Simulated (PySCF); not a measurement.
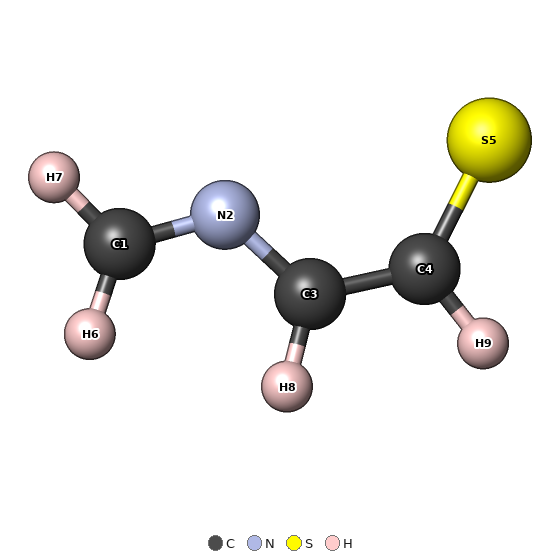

The molecule: C₃H₄NS⁻, SMILES C=N/C=C\[S-].

GIAO shifts, PBE0/pcSseg-1 in PySCF 2.14.0, at a GFN2-xTB geometry (no frequency check), against TMS for ¹³C, TMS for ¹H and NH₃ for ¹⁵N computed at the same level (¹⁵N: a single molecule, while the usual scales start at liquid NH₃ or nitromethane; multiply bonded nitrogen can come out tens of ppm too deshielded). Gas phase, fully decoupled, line heights follow the number of nuclei, widths are arbitrary (no quadrupolar broadening); values of one conformer, averaged over methyl-type rotors and exact or near symmetry; other conformers aren't averaged in.

Question: Which ¹³C signals does it give?

Answer: 3 signals.


```csv
δ (ppm),nuclei,atoms
182.8,1,C4
135.7,1,C3
116.1,1,C1
```

Question: Which ¹H signals does it give?

Answer: 4 signals.


| δ (ppm) | nuclei | atoms |
| --- | --- | --- |
| 8.32 | 1 | H9 |
| 6.70 | 1 | H8 |
| 6.50 | 1 | H6 |
| 5.50 | 1 | H7 |

Question: Which ¹⁵N signals does it give?

Answer: 1 signal.


```tsv
δ (ppm)	nuclei	atoms
406.3	1	N2
```

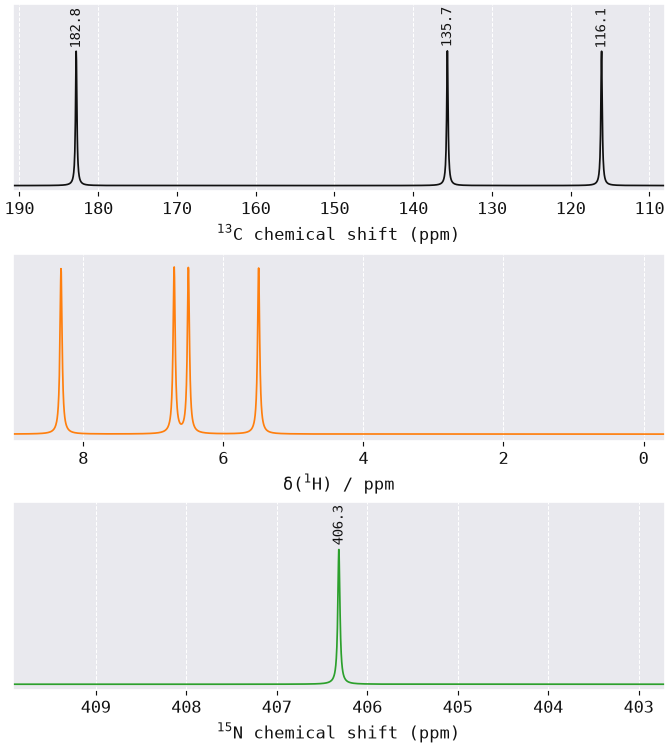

Note: the tight-binding geometry is rougher than a DFT one and adds to the error; an anion in a basis that has no diffuse functions.
